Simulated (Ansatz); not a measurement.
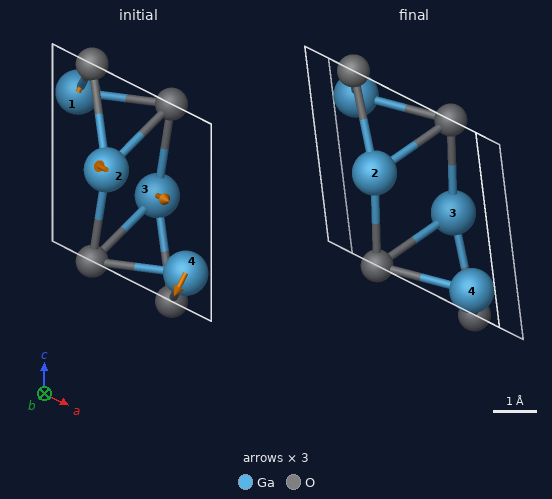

The structure of crystalline Ga₂O (a generated structure, set up in I4/mcm) (coarse preliminary run) before (left) and after (right) a relaxation, at one scale. The orange arrows give the displacements (the part carried along by the change of the cell is left out), 3 times their true length.

The picture is a ball-and-stick view of the cell of the calculation, seen along the b axis.

Level of theory: DFT PBE, scalar-relativistic, plane waves, PAW in Ansatz 0.2.0.

Input
```yaml
crystal:
  lattice:
    - [-2.94664764, 2.94664764, 2.43896336]
    - [2.94664764, -2.94664764, 2.43896336]
    - [2.94664764, 2.94664764, -2.43896336]
  atoms:
    - { symbol: Ga, position: [0.16066074, 0.66066074, 0.82132149] }
    - { symbol: Ga, position: [0.33933926, 0.16066074, 0.5] }
    - { symbol: Ga, position: [0.66066074, 0.83933926, 0.5] }
    - { symbol: Ga, position: [0.83933926, 0.33933926, 0.17867851] }
    - { symbol: O, position: [0.75, 0.75, 0.0], spin: 1.0 }
    - { symbol: O, position: [0.25, 0.25, 0.0], spin: 1.0 }
basis:
  ecutwfc: 420
kpoints:
  mp_grid: { grid: [4, 4, 4] }
hamiltonian:
  xc: pbe
scf:
  occupations: { method: gaussian, width: 0.1 }
  lower_state_search: "off"
output:
  forces: true
  stress: true
  eigenvalues: true
  populations: true
magnetization:
  spin_polarized: true
relax:
  adjacent_minimum: "off"
  f_tol: 0.04
  max_steps: 70
  cell: { stress_tol: 0.4 }
```

Launched with:
```bash
ansatz run input.yaml --threads 1 --pin off --max-ram 2560MiB --backend cpu --events-out ev --progress --plain --runs-dir out
```

Q: Summarise the run.

A: After 7 accepted moves (9 points after the start) the energy has fallen by 1.348 eV per cell of the calculation. The largest force component goes from 0.46 to 0.0016 eV/Å. Pressure: 3.01 GPa at the start and −0.02 GPa at the end. At 2 points the geometry stayed and the basis and grid were re-selected for the new cell (energy shift of 0.110 eV per cell of the calculation at most each time). The largest moves relative to the cell, 0.21 Å, are those of Ga1, Ga2, Ga3 and Ga4. Ga4 goes along [−1 −1 −2]. O stays in place. The drawn cell changes as follows: a = b = c 4.828 → 4.889 Å (+1.2 %), α 104.8° → 112.0°, β 104.8° → 112.0°, γ 119.3° → 104.5°; the volume changes by +5.6 %. Some distances before and after: Ga1–O5 2.526 → 2.492 Å. The space group stays I4/mcm (No. 140). The program noted that the starting moments weren't kept. The run took 20 s on 1 thread of AMD EPYC 9R45 96-Core Processor (Zen 5), on a shared host, peak memory 0.48 GiB.
